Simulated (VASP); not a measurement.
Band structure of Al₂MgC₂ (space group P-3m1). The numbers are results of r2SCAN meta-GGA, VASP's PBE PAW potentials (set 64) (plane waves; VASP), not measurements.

The path is coarsely sampled, so an indirect gap can come out somewhat too large.

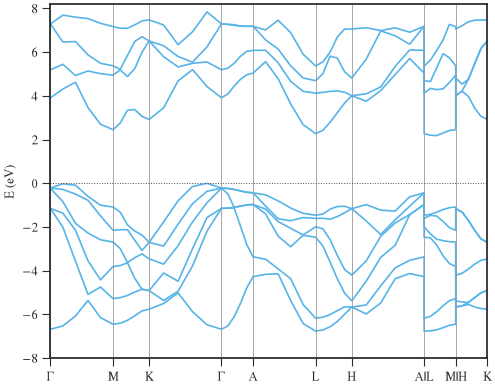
Figure: Bands along high-symmetry lines, zero at the valence-band maximum or, without a gap, the Fermi level

Read the plot: is there a gap, and where are the band edges?

The gap is indirect, 2.18 eV, from the valence maximum at K-Γ at 0.80 to the conduction minimum at L-M at 0.40.

The structure comes from a computed database's Al2MgC2 entry (P-3m1); how it stands against other phases isn't given here. It was relaxed first.
